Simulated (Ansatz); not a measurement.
Consider this structure.

```
Ir
1.0
     2.73697    0.00000    0.00000
     0.00000    2.73697    0.00000
     0.00000    0.00000   26.61197
Ir
7
Direct
  0.50000 0.50000 0.28183
  0.00000 0.00000 0.35455
  0.50000 0.50000 0.42728
  0.00000 0.00000 0.50000
  0.50000 0.50000 0.57272
  0.00000 0.00000 0.64545
  0.50000 0.50000 0.71817
```

Before looking at a picture, describe the arrangement of atoms.

The element is iridium. The cell holds seven atoms. Neighbours within bonding distance: Ir 8 to 12 (mean 10.9). The bonds build Ir layers parallel to (001).

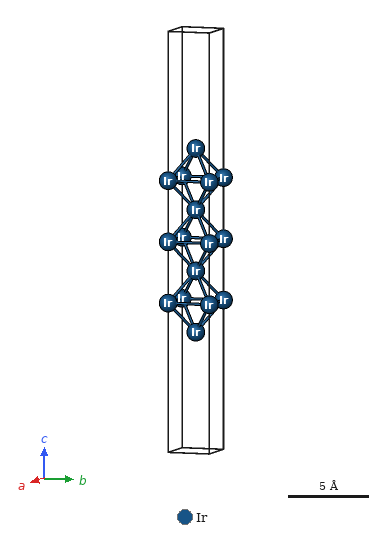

The crystal in a ball-and-stick representation, seen slightly off an axis. Atoms at the boundary of the simulation cell (the box) are drawn once for each face, edge or corner they touch. Colours: iridium blue.

The structure comes from the standard structure of this element; a slab was cut from it. Earlier steps of the study may have refined or changed the cell and positions. An electronic-structure calculation with Ansatz was run on it.

At this level of theory the cell isn't at rest (forces up to 0.9 eV/Å), so its distances can differ from those at equilibrium, the more so the softer the solid.
